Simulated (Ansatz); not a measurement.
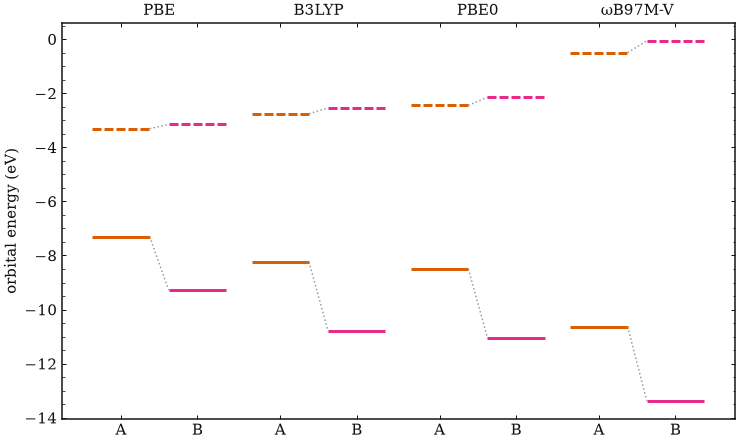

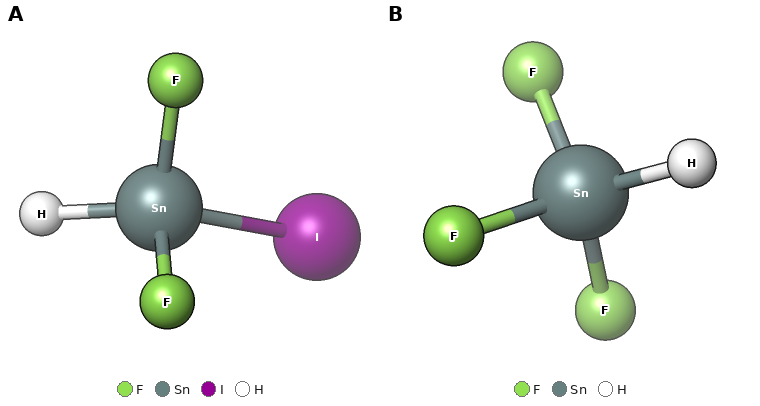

One change: A, SnHIF₂ (SMILES [F][SnH]([F])[I]), becomes B, SnHF₃ (SMILES [F][SnH]([F])[F]). I on Sn is replaced by F. HOMO (solid) and LUMO (dashed) computed in def2-TZVPP at PBE0-D4/def2-TZVP geometries, both minima by their frequencies, gas phase, the Ansatz code.

What does the change do to HOMO and LUMO?

PBE: the HOMO falls by 1.98 eV, the LUMO rises by 0.15 eV, and the separation goes from 4.00 to 6.13 eV. B3LYP: the HOMO falls by 2.57 eV, the LUMO rises by 0.21 eV, and the separation goes from 5.48 to 8.26 eV. PBE0: the HOMO falls by 2.55 eV, the LUMO rises by 0.30 eV, and the separation goes from 6.05 to 8.90 eV. ωB97M-V: the HOMO falls by 2.75 eV, the LUMO rises by 0.44 eV, and the separation goes from 10.14 to 13.32 eV.

Do the functionals agree on the effect?

They agree on the direction for both levels; the HOMO shift lies between −2.75 and −1.98 eV and the LUMO shift between 0.15 and 0.44 eV, while the separations themselves differ by up to 7.2 eV between functionals.

Known limits of this run: core potentials past krypton; spin-orbit coupling is left out, and with Sn and I it can shift these values.
